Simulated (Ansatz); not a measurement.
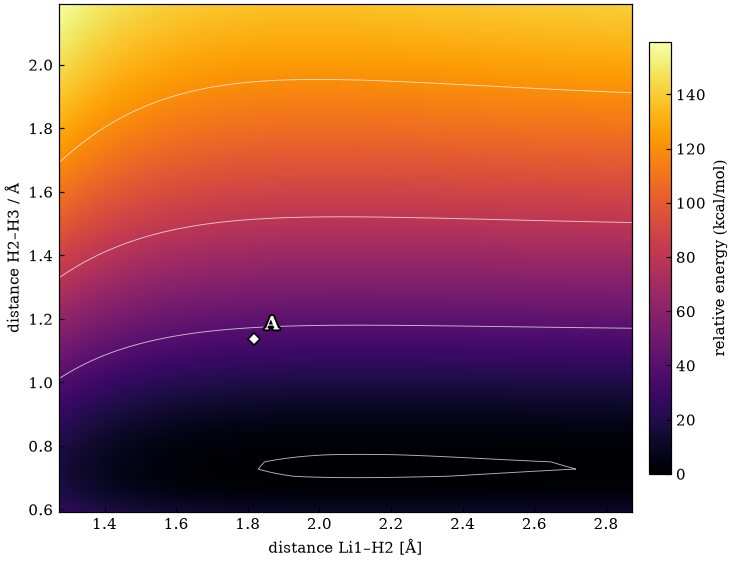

The system Li⁺ + H₂. Coordinates scanned: (1) distance Li1–H2; (2) distance H2–H3. Nothing is relaxed (the angle Li1–H2–H3 is fixed at 180 degrees). Grid: 17 × 17 points. Points are written as (first, second). All energies are given in kcal/mol relative to the lowest grid point. The reference is spin-restricted, so regions where a bond is pulled apart into radicals lie too high. Theory: RHF/aug-cc-pVTZ in Ansatz.

Drawn: a smooth colour map with a few white contour lines, the point A. Between grid points the surface is interpolated.

Is A at rest? If not, where is it pushed?

Answer. A, at (1.818 Å, 1.138 Å), is not a stationary point. The computed force is 7.8 kcal/mol for each Å towards larger values of distance Li1–H2 and 123 kcal/mol for each Å towards smaller values of distance H2–H3.
